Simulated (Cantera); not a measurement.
Feed: 1 mol C2H5OH, 0.46 mol O2, at 1998.15 K.

These are equilibrium values from Cantera (NASA tables, ideal gas, pure condensed phases), not measurements of a reactor. Candidate condensed phases: C, C6H6, C7H8, C8H18, H2O; 110 gas species. The ideal-gas law is rough above about 30 bar. Kinetics and transport are ignored.

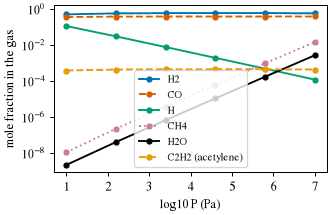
Equilibrium gas composition (values under 1e-9 drawn at 1e-9)

Problem. Read off the mole fractions at 0.00160 bar.

Solution. H2 about 0.58, CO about 0.38, H about 0.031, C2H2 (acetylene) about 0.00044, CH4 about 2.3e-7, H2O about 4.2e-8.
